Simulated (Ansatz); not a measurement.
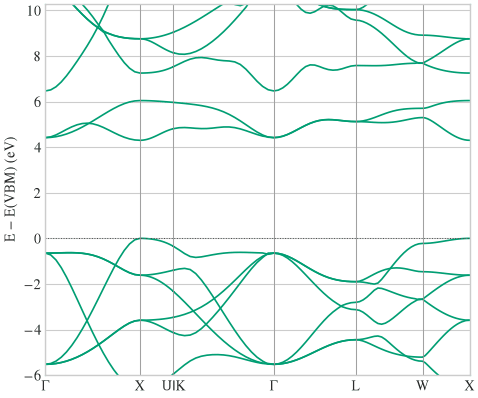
*Band structure from the program Ansatz at the r²SCAN level (PAW)*

Problem. Read off the gap and where the band edges lie.

Solution. About 4.3 eV (4.30 eV by a search for the band edges); maximum at X, minimum at X.

The material is HfO₂ (fluorite, Fm-3m).

This is a known high-temperature phase of the composition, computed here at zero pressure and temperature. The r²SCAN relaxation kept the symmetry of its start; whether a distortion lowers the energy is not shown. No spin polarisation was allowed. Spin–orbit coupling is left out wherever it is not named.

Potentials: the later of the program's two PAW sets.
